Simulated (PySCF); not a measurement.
Consider PPb (doublet).

```xyz
2

P     0.0000    0.0000   -2.0976
Pb    0.0000    0.0000    0.3124
```

Computed with PBE0/x2c-TZVPPall, spin-free X2C-1e, Gaussian nucleus, at a bond length of 2.410 Å (PySCF 2.14.0).

Predict the electron density, electron localisation function and spin density between the atoms.

Answer. P–Pb (2.41 Å): ρ is about 0.64 e/Å³ halfway; the ELF peaks at about 0.80 in the valence shell of P, 0.9 Å from its nucleus, and drops to about 0.25 between the two atoms.
The unpaired spin (1 electron) lies mostly on P1 (about 0.8) and Pb2 (about 0.2), in electrons by Hirshfeld's partition.

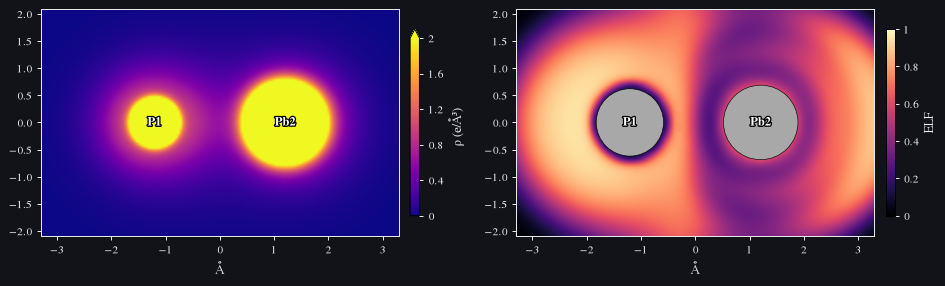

Computed electron density and electron localisation function on a plane that holds the molecular axis, in this order. Grey discs cover the atomic cores in the ELF map. 
